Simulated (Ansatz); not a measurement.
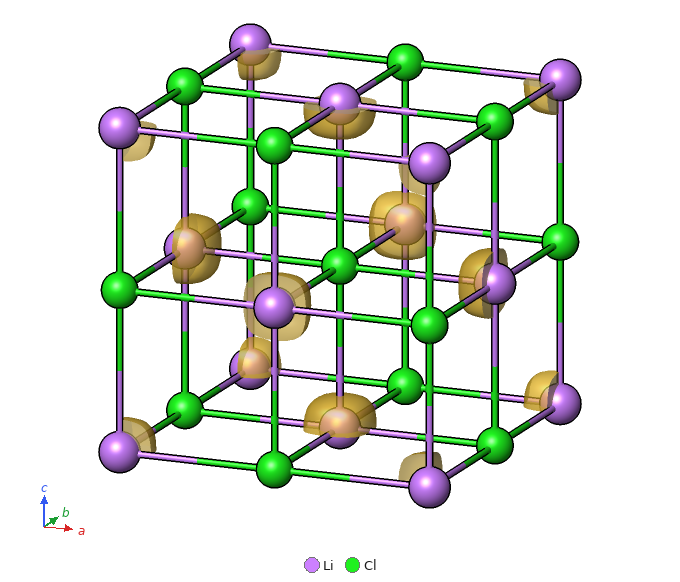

Bond-valence mismatch map for Li+ in LiCl in space group Fm-3m: the yellow surface encloses the points where |V − 1| < 0.3 v.u. (1×1×1 cells, view slightly off an axis). Pale faces close the region where the drawn box cuts it.

At each point the valence sum V of a Li+ ion is computed from the anions within 5 Å (s = exp((R0 − d)/b), R0 fitted to published crystal structures with b = 0.37 Å; R0: Li+–Cl 1.904 Å). The other Li+ ions are ignored. This is an empirical screen for pathways, not an energy calculation.

The cell is taken from coordinates from a relaxation with Ansatz, DFT PBE, scalar-relativistic, plane waves, PAW.

Space group Fm-3m (No. 225). a = 5.149 Å, b = 5.149 Å, c = 5.149 Å, α = 90.00°, β = 90.00°, γ = 90.00°
```tsv
atom	site	symmetry	x	y	z
Li	4a	m-3m	0.0000	0.0000	0.0000
Cl	4b	m-3m	0.5000	0.0000	0.0000
```

> What pathways for Li+ does the map suggest at this level (counting the regions that come within 0.6 Å of a Li site)?

No path at this level: the regions are isolated pockets that do not connect across cells.

> At which mismatch do paths open?

No path opens below 0.7 v.u. These are grid estimates, good to about 0.1 v.u.

> What is the valence sum at the Li sites themselves?

0.99 v.u., against the formal 1.
